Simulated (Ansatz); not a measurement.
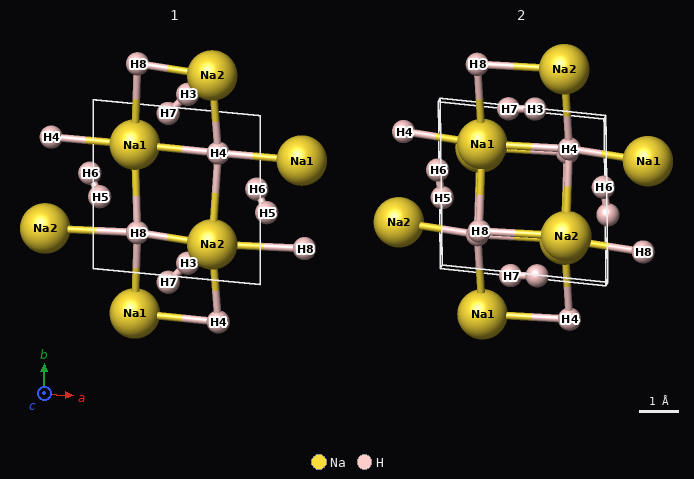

Two geometries of a crystal of NaH$_{3}$ (a generated structure, set up in P1) (coarse preliminary run), drawn at one scale. One is the start of a relaxation, the other its converged end. Style: ball-and-stick. Shown: the cell of the calculation, reduced to other axes, along the c axis. Lengths and directions refer to the drawn axes.

These are results of DFT PBE, scalar-relativistic, plane waves, PAW in Ansatz, not measurements. Set-up: plane-wave cutoff 420 eV; k-point mesh 4 × 4 × 4; occupations gaussian; smearing width 0.1 eV; no spin polarisation; cell and atoms relaxed; force threshold 0.025 eV/Å; at most 60 steps.

Q: Which geometry has the lower energy?

A: Structure 2 is the relaxed one. The largest move relative to the cell is that of H3, 0.35 Å roughly along [0 −3 1]. Largest moves by element: H 0.35 Å, Na 0.23 Å. The drawn cell changes as follows: a 4.570 → 4.541 Å (−0.6 %), b 4.580 → 4.543 Å (−0.8 %), c 6.695 → 6.599 Å (−1.4 %), α 72.0° → 70.6°, β 71.3° → 70.8°, γ 89.2° → 90.0°; the volume changes by −4.3 %. Among the contacts that change: Na2–H8 2.048 → 2.293 Å, Na2–H8 (another image) 2.529 → 2.291 Å, Na1–Na2 3.430 → 3.206 Å, Na2–H4 2.444 → 2.293 Å. Bond angles that change, for instance: Na1–H4–Na1 177.7° → 164.0°, H4–Na1–H4 177.7° → 164.0°, Na1–H8–Na2 96.3° → 89.0°. The space group stays P1 (No. 1). After 8 accepted moves (11 points after the start) the energy has fallen by 29.2 meV per atom. The largest force component goes from 3 to 0.017 eV/Å. Pressure: 1.21 GPa at the start and 0.00 GPa at the end. The line search rejected the trial steps at points 5, 8 of the run. The SCF was repeated once at an unchanged geometry on a basis and grid sized afresh for the cell, which shifted the energy by 0.4 meV per atom at most.
